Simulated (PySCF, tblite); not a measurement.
# C4H6F4O: dynamics, then NMR shifts on frames, part 1 of 2

How do NMR shifts of C4H6F4O (`C[C@@H](F)O[C@H](F)C(F)F`) change as the atoms move?

The runs use tblite 0.8.0 and PySCF 2.14.0, with density-fitted response routines of our own; the level of theory stands in each step. All values are computed, except where a source is named. Atoms are numbered from 0 throughout.

## (1) The starting structure

15 atoms, charge 0, multiplicity 1; geometry from: GFN2-xTB.

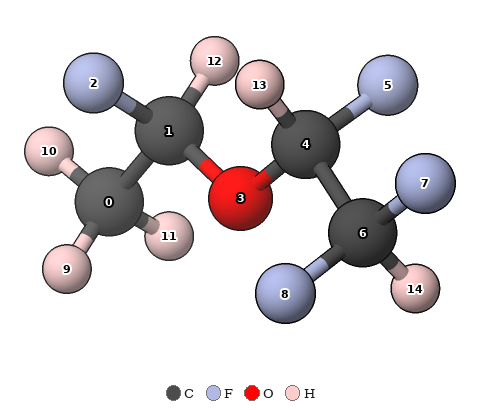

As it starts; carbon dark grey, fluorine light blue, oxygen red, hydrogen pink, atoms numbered.

## (2) Dynamics with GFN2-xTB

What the job is given:

```
{"job": {"kind": "md", "xc": "GFN2-xTB", "basis": "xTB", "temperature": 400, "steps": 2000, "every": 50, "frames": 5}, "charge": 0, "multiplicity": 1}
C      2.359682     0.503675     0.237792
C      1.083588    -0.187097     0.666438
F      0.706783     0.257234     1.915354
O      0.069555     0.134787    -0.241771
C     -1.138260    -0.482313    -0.026738
F     -1.047782    -1.815698    -0.361966
C     -2.173876     0.165705    -0.958352
F     -3.386274    -0.384507    -0.755636
F     -2.285859     1.475564    -0.674360
H      2.174359     1.570912     0.156505
H      3.133037     0.324541     0.978596
H      2.672302     0.116647    -0.726124
H      1.199621    -1.278729     0.763174
H     -1.474009    -0.442466     1.021145
H     -1.897281     0.049734    -2.015968
```

Level: GFN2-xTB Langevin dynamics, gas phase.

On the command line:

```
> OMP_NUM_THREADS=1 python probes_run.py task.json out
```

The driver reads the jobs from task.json and runs them one after another.

Log:

```text
t/fs     T/K      E/eV
    0.0   319.0   -942.30303
   25.0   180.0   -941.94992
   50.0   235.2   -941.94396
   75.0   275.6   -942.03367
  100.0   275.9   -941.92429
  125.0   272.3   -941.94275
  150.0   304.1   -941.96084
  175.0   288.2   -941.78944
  200.0   395.3   -941.84209
  225.0   266.8   -941.77439
  250.0   312.7   -942.02349
  275.0   250.0   -941.79921
  300.0   217.0   -941.81381
  325.0   269.1   -941.91954
  350.0   304.2   -941.73677
  375.0   224.2   -941.75723
  400.0   349.7   -941.87523
  425.0   360.7   -941.86511
  450.0   323.9   -941.71655
  475.0   350.7   -941.72546
  500.0   280.8   -941.75761
  525.0   479.5   -941.74124
  550.0   432.6   -941.64438
  575.0   367.6   -941.51963
  600.0   380.1   -941.60893
  625.0   482.1   -941.57256
  650.0   479.2   -941.49613
  675.0   435.2   -941.56301
  700.0   594.5   -941.80842
  725.0   563.7   -941.72784
  750.0   518.2   -941.35403
  775.0   489.6   -941.65209
  800.0   424.0   -941.38186
  825.0   487.0   -941.60121
  850.0   417.5   -941.65629
  875.0   399.8   -941.55194
  900.0   499.9   -941.40249
  925.0   433.3   -941.20075
  950.0   457.7   -941.22214
  975.0   543.0   -941.46758
 1000.0   532.6   -941.61894
```

Run time: 11 s. Hardware: 1 thread of Arm Neoverse V1, shared host; peak memory 0.19 GiB.

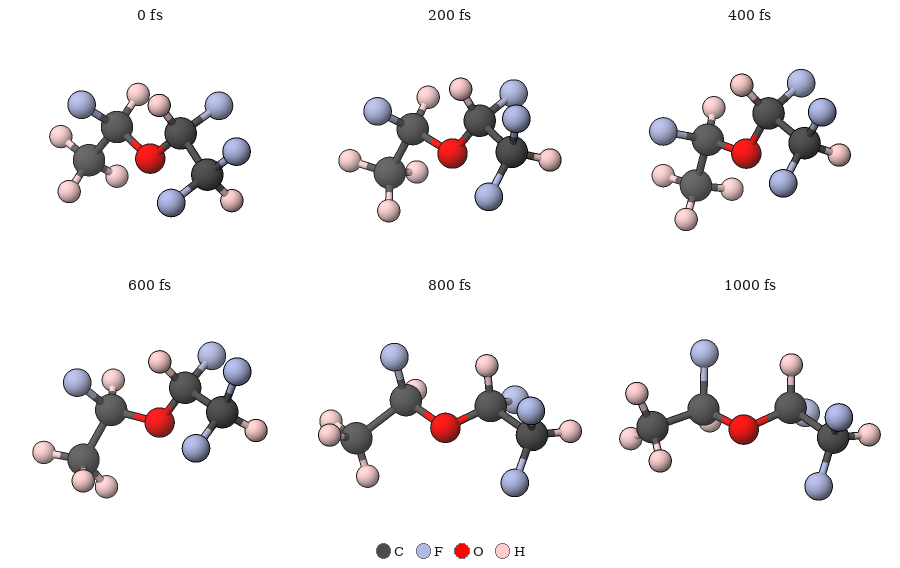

Frames of the run.

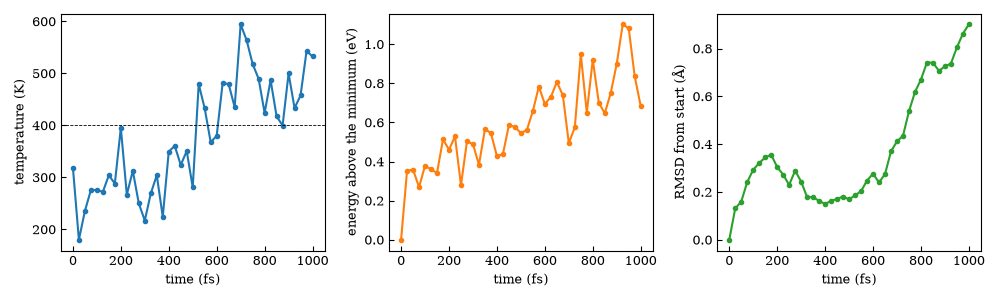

Temperature, potential energy and distance from the start.

Positions (Å) and forces (eV/Å) at 1000 fs:

```xyz
15

C     0.536    1.934    1.537   -0.285   -0.709    0.739
C     0.442    0.603    0.829   -1.573   -0.045    2.051
F     0.195   -0.373    1.871    0.700    0.507   -1.213
O    -0.636    0.593   -0.001   -0.499   -0.943   -0.720
C    -0.879   -0.674   -0.507   -1.983   -0.175    0.185
F     0.113   -1.274   -1.236    0.351    0.505    0.319
C    -2.079   -0.499   -1.513    0.747   -0.735    1.048
F    -3.266   -0.529   -0.885   -0.002   -0.022    0.034
F    -1.955    0.665   -2.112   -0.143    0.823   -0.583
H    -0.038    2.642    0.976   -0.418    0.383    0.014
H     0.124    1.778    2.591    0.831    0.608   -1.420
H     1.572    2.182    1.442    0.489    0.598    0.817
H     1.262    0.364    0.223    1.814   -0.896   -0.137
H    -1.159   -1.387    0.325    0.249    0.375   -0.702
H    -2.008   -1.311   -2.232   -0.278   -0.273   -0.434
```

## (3) Nuclear shieldings: 250 fs, PBE0/pcSseg-1

What the job is given:

```
{"job": {"kind": "nmr", "xc": "PBE0", "basis": "pcSseg-1", "pop": false}, "charge": 0, "multiplicity": 1}
C      1.962700     0.863200    -0.400200
C      0.806300     0.072700     0.305000
F      0.627600     0.520400     1.622600
O     -0.400800     0.195100    -0.407000
C     -1.412100    -0.550800     0.123900
F     -1.155600    -1.893800    -0.094200
C     -2.708900    -0.212300    -0.659000
F     -3.817400    -0.488200     0.105200
F     -2.847400     1.098800    -1.007200
H      1.614600     1.852400    -0.384700
H      2.875000     0.680300     0.149600
H      2.054400     0.452400    -1.420000
H      1.146500    -0.948900     0.384900
H     -1.531800    -0.429600     1.196000
H     -2.686400    -0.855100    -1.580900
```

With the program's defaults for keys left out, this is: GIAO PBE0/pcSseg-1 NMR shielding, non-relativistic, gas phase.

Log:

```text
coarse grid: 13496 points
cycle   1  E = -629.6446961507  dE =  1.162e+00  |g| = 1.061e+00  |ddm| = 3.212e+00
cycle   2  E = -629.4390499338  dE =  2.056e-01  |g| = 1.581e+00  |ddm| = 1.355e+00
cycle   3  E = -629.8322283938  dE = -3.932e-01  |g| = 7.708e-02  |ddm| = 8.422e-01
cycle   4  E = -629.8328634249  dE = -6.350e-04  |g| = 4.862e-02  |ddm| = 6.970e-02
cycle   5  E = -629.8332723011  dE = -4.089e-04  |g| = 1.036e-02  |ddm| = 3.288e-02
cycle   6  E = -629.8332874581  dE = -1.516e-05  |g| = 3.890e-03  |ddm| = 7.503e-03
cycle   7  E = -629.8332903096  dE = -2.852e-06  |g| = 5.333e-04  |ddm| = 2.624e-03
final grid: 134688 points
cycle   8  E = -629.9260122666  dE = -5.854e-05  |g| = 1.197e-02  |ddm| = 2.368e-02
cycle   9  E = -629.9259900907  dE =  2.218e-05  |g| = 1.687e-02  |ddm| = 1.520e-02
cycle  10  E = -629.9260381767  dE = -4.809e-05  |g| = 1.003e-03  |ddm| = 8.747e-03
cycle  11  E = -629.9260383690  dE = -1.924e-07  |g| = 3.510e-04  |ddm| = 9.837e-04
cycle  12  E = -629.9260383894  dE = -2.037e-08  |g| = 1.492e-04  |ddm| = 2.918e-04
cycle  13  E = -629.9260383925  dE = -3.037e-09  |g| = 2.642e-05  |ddm| = 8.555e-05
cycle  14  E = -629.9260383926  dE = -1.187e-10  |g| = 8.020e-06  |ddm| = 2.269e-05
converged SCF energy = -629.9260383926

GIAO shielding tensors (ppm)
atom      isotropic    diamagn.    paramagn.     s11        s22        s33       span
  0 C      160.909     250.225     -89.316    138.070    159.200    185.458     47.388
  1 C       72.163     243.254    -171.092     40.076     69.195    107.217     67.141
  2 F      331.408     475.658    -144.251    230.828    370.060    393.335    162.507
  3 O      190.400     401.440    -211.040    155.280    164.141    251.779     96.499
  4 C       78.475     241.840    -163.365     55.842     79.916     99.668     43.826
  5 F      333.089     474.532    -141.442    244.983    362.600    391.686    146.703
  6 C       59.759     240.248    -180.488     47.539     59.671     72.068     24.529
  7 F      309.108     467.666    -158.558    199.379    352.164    375.781    176.402
  8 F      305.770     471.785    -166.015    196.902    336.337    384.071    187.170
  9 H       30.518      30.469       0.049     26.995     29.388     35.170      8.175
 10 H       30.021      28.554       1.467     26.224     27.820     36.019      9.794
 11 H       29.859      29.483       0.376     25.761     28.436     35.380      9.619
 12 H       25.757      31.927      -6.169     23.356     26.664     27.251      3.896
 13 H       25.926      29.948      -4.022     23.099     26.721     27.959      4.860
 14 H       25.150      25.808      -0.658     23.804     24.505     27.142      3.338
```

Wall time 24 s (1 thread of Arm Neoverse V1, shared host); peak memory 0.82 GiB.

The references, computed at this level on geometries of the same kind, shield at (ppm): 1H TMS 31.72, 13C TMS 186.9, 19F CFCl3 170.9, 17O H2O 336.1. Their shielding less the atom's gives the shift. The references are single molecules in the gas phase, so shifts against H2O, NH3, PH3, H3PO4 or CFCl3 are not on the usual liquid scales and can be off by tens of ppm. Each atom is listed at this fixed geometry, with no averaging over motion; a spectrum would average atoms that exchange fast.

```
atoms                              environment  σ (ppm)  δ (ppm)
   C6                     sp3 CH bonded to 2 F     59.8    127.2
   C1                 sp3 CH bonded to F and O     72.2    114.8
   C4                 sp3 CH bonded to F and O     78.5    108.4
   C0                            methyl carbon    160.9     26.0
  H14      hydrogen on an sp3 CH bonded to 2 F    25.15     6.57
  H12  hydrogen on an sp3 CH bonded to F and O    25.76     5.96
  H13  hydrogen on an sp3 CH bonded to F and O    25.93     5.79
  H11              hydrogen on a methyl carbon    29.86     1.86
  H10              hydrogen on a methyl carbon    30.02     1.70
   H9              hydrogen on a methyl carbon    30.52     1.20
   F8                  fluorine of a CF2 group    305.8   -134.8
   F7                  fluorine of a CF2 group    309.1   -138.2
   F2                fluorine on an sp3 carbon    331.4   -160.5
   F5                fluorine on an sp3 carbon    333.1   -162.1
   O3                             ether oxygen    190.4    145.7
```

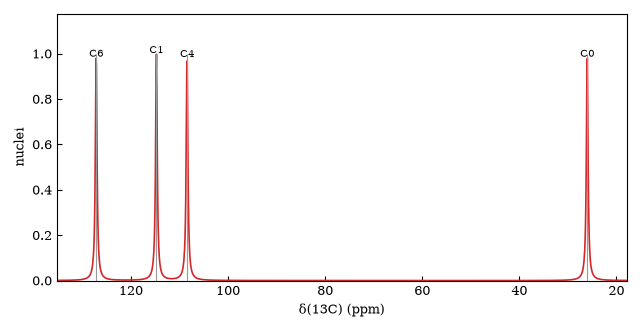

13C lines at the computed shifts, without couplings. Lines are broadened to a width of 0.40 ppm (Lorentzian).

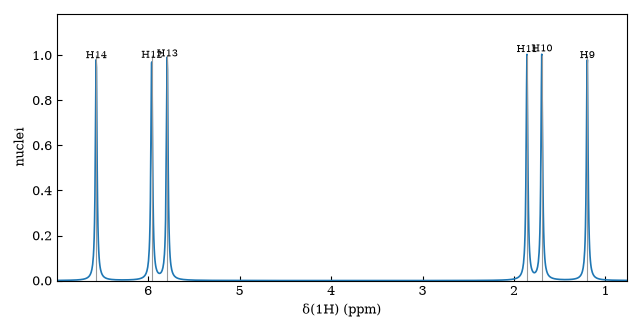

1H lines at the computed shifts, without couplings. Lines are broadened to a width of 0.02 ppm (Lorentzian).

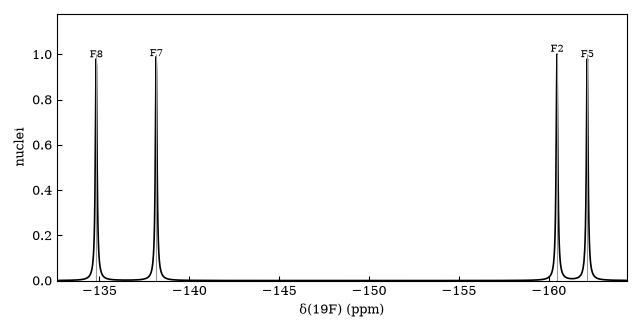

19F lines at the computed shifts, without couplings. Lines are broadened to a width of 0.11 ppm (Lorentzian).

## (4) Nuclear shieldings: 425 fs, PBE0/pcSseg-1

What the job is given:

```
{"job": {"kind": "nmr", "xc": "PBE0", "basis": "pcSseg-1", "pop": false}, "charge": 0, "multiplicity": 1}
C      1.758400     0.822500    -0.447400
C      0.748600     0.204400     0.467700
F      0.583500     1.032300     1.563400
O     -0.418900     0.014900    -0.240300
C     -1.396900    -0.787800     0.255900
F     -1.049700    -2.130700     0.203600
C     -2.673400    -0.507400    -0.600000
F     -3.722800    -1.052900    -0.015300
F     -2.754000     0.824600    -0.571000
H      1.341300     1.834600    -0.555500
H      2.715300     1.009500     0.016900
H      1.784100     0.209700    -1.317600
H      1.243000    -0.700500     0.862200
H     -1.632700    -0.586700     1.350900
H     -2.668400    -0.920000    -1.631800
```

Level: GIAO PBE0/pcSseg-1 NMR shielding, non-relativistic, gas phase.

Log:

```text
coarse grid: 13496 points
cycle   1  E = -629.6556677053  dE =  1.369e+00  |g| = 1.037e+00  |ddm| = 3.233e+00
cycle   2  E = -629.4944585824  dE =  1.612e-01  |g| = 1.477e+00  |ddm| = 1.303e+00
cycle   3  E = -629.8314218981  dE = -3.370e-01  |g| = 7.780e-02  |ddm| = 7.962e-01
cycle   4  E = -629.8321368279  dE = -7.149e-04  |g| = 4.542e-02  |ddm| = 6.928e-02
cycle   5  E = -629.8324955297  dE = -3.587e-04  |g| = 1.070e-02  |ddm| = 3.223e-02
cycle   6  E = -629.8325115151  dE = -1.599e-05  |g| = 3.717e-03  |ddm| = 7.715e-03
cycle   7  E = -629.8325141467  dE = -2.632e-06  |g| = 3.806e-04  |ddm| = 2.475e-03
final grid: 134688 points
cycle   8  E = -629.9216295595  dE = -5.303e-05  |g| = 1.083e-02  |ddm| = 2.347e-02
cycle   9  E = -629.9216143347  dE =  1.522e-05  |g| = 1.467e-02  |ddm| = 1.368e-02
cycle  10  E = -629.9216507438  dE = -3.641e-05  |g| = 8.560e-04  |ddm| = 7.589e-03
cycle  11  E = -629.9216508830  dE = -1.392e-07  |g| = 2.518e-04  |ddm| = 8.170e-04
cycle  12  E = -629.9216508937  dE = -1.074e-08  |g| = 1.184e-04  |ddm| = 2.334e-04
cycle  13  E = -629.9216508957  dE = -2.005e-09  |g| = 2.346e-05  |ddm| = 7.263e-05
cycle  14  E = -629.9216508958  dE = -8.527e-11  |g| = 5.770e-06  |ddm| = 1.895e-05
converged SCF energy = -629.9216508958

GIAO shielding tensors (ppm)
atom      isotropic    diamagn.    paramagn.     s11        s22        s33       span
  0 C      161.900     250.858     -88.957    141.068    156.236    188.398     47.330
  1 C       80.334     240.315    -159.981     52.117     75.526    113.359     61.242
  2 F      326.803     474.797    -147.994    237.934    365.233    377.241    139.307
  3 O      192.459     402.924    -210.464    153.327    168.618    255.433    102.106
  4 C       73.830     239.298    -165.467     52.435     72.364     96.692     44.257
  5 F      336.861     473.391    -136.529    242.402    377.027    391.156    148.754
  6 C       70.757     242.877    -172.120     52.877     77.215     82.179     29.302
  7 F      325.710     464.995    -139.285    238.779    340.792    397.558    158.779
  8 F      317.160     474.219    -157.058    221.675    331.455    398.351    176.676
  9 H       29.544      29.809      -0.265     26.219     28.800     33.614      7.395
 10 H       30.181      29.041       1.140     26.726     27.382     36.436      9.710
 11 H       30.821      30.844      -0.023     26.161     29.767     36.536     10.376
 12 H       25.361      30.182      -4.820     22.907     25.344     27.833      4.926
 13 H       25.282      28.027      -2.745     22.906     25.499     27.442      4.536
 14 H       25.508      27.080      -1.572     22.429     25.484     28.611      6.182
```

Wall time 25 s (1 thread of Arm Neoverse V1, shared host); peak memory 0.82 GiB.

In short: δ C6 116.2, C4 113.1, C1 106.6, C0 25.0, H13 6.43, H12 6.36 ppm.

(Continued in part 2 of 2.)
